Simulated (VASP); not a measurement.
Band structure of HfCo2 (space group Fd-3m). Computed with PBEsol GGA, VASP's PBE PAW potentials (set 64) (plane waves; VASP).

Unless said otherwise, spin-orbit coupling is left out, though it shifts the bands of the heavy elements here.

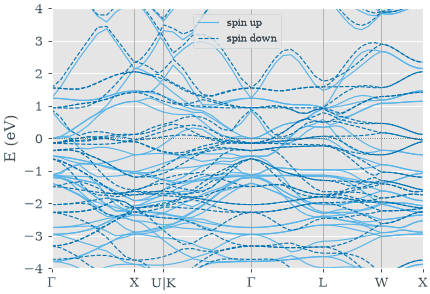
Figure. Bands along high-symmetry lines, zero at the valence-band maximum or, without a gap, the Fermi level

Read the plot: is there a gap, and where are the band edges?

It has no gap at this level: it comes out as a metal or semimetal.

The structure was generated: HfCo2 was put into an ordered model structure, which need not be its known phase. The cell was not relaxed at this level. The k-mesh is coarse (spacing up to 0.39 per Å, 2π included), so the numbers may not be converged in it.
